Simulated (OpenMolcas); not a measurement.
# How methods differ on [BF4]− (SMILES F[B-](F)(F)F)

[BF4]− has 5 atoms, charge -1, and is taken as a singlet. As SMILES, `F[B-](F)(F)F`. The coordinates come from a PBE0-D4/def2-TZVPD relaxation.

```jsonl
{"atom": "F", "x (Å)": "-0.0571", "y (Å)": "-0.0402", "z (Å)": "1.4040"}
{"atom": "B", "x (Å)": "0.0000", "y (Å)": "0.0000", "z (Å)": "0.0001"}
{"atom": "F", "x (Å)": "0.9489", "y (Å)": "-0.9310", "z (Å)": "-0.4572"}
{"atom": "F", "x (Å)": "-1.2625", "y (Å)": "-0.3191", "z (Å)": "-0.5297"}
{"atom": "F", "x (Å)": "0.3707", "y (Å)": "1.2903", "z (Å)": "-0.4172"}
```

Each level gives the energy change with the F1–B2 bond stretched from 1.406 to 2.108 Å (eV). The values are calculated.

```csv
level,kind,program,value (eV),less CCSD(T)/aug-cc-pVDZ
HF/aug-cc-pVDZ (restricted),Hartree–Fock,OpenMolcas,2.40,+0.44
SVWN5/aug-cc-pVDZ (restricted),LDA,OpenMolcas,2.07,+0.11
BLYP/aug-cc-pVDZ (restricted),GGA,OpenMolcas,1.57,-0.39
r2SCAN/aug-cc-pVDZ (restricted),meta-GGA,OpenMolcas,1.94,-0.02
B3LYP/aug-cc-pVDZ (restricted),global hybrid,OpenMolcas,1.89,-0.07
B2PLYP/aug-cc-pVDZ (restricted),double hybrid,OpenMolcas,1.92,-0.04
MP2/aug-cc-pVDZ (restricted),perturbation theory,OpenMolcas,1.92,-0.04
CCSD(T)/aug-cc-pVDZ (Cholesky decomposition) (restricted),coupled cluster or CI,OpenMolcas,1.96,0.00
```

Differences are taken from CCSD(T)/aug-cc-pVDZ (Cholesky decomposition) (restricted) for orientation; it has basis-set and higher-order errors of its own. The first shape isn't each level's own minimum. The values span 1.57 to 2.40 eV.

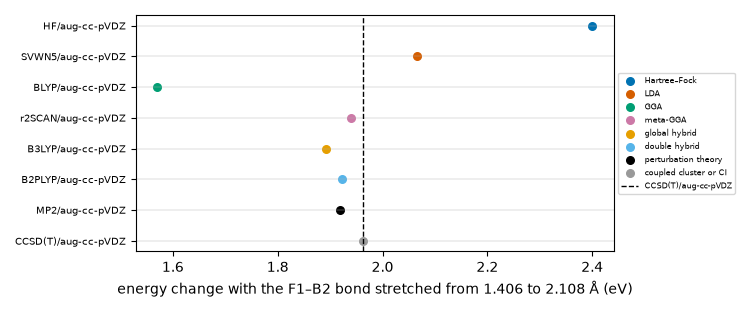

The values of the table, level by level.
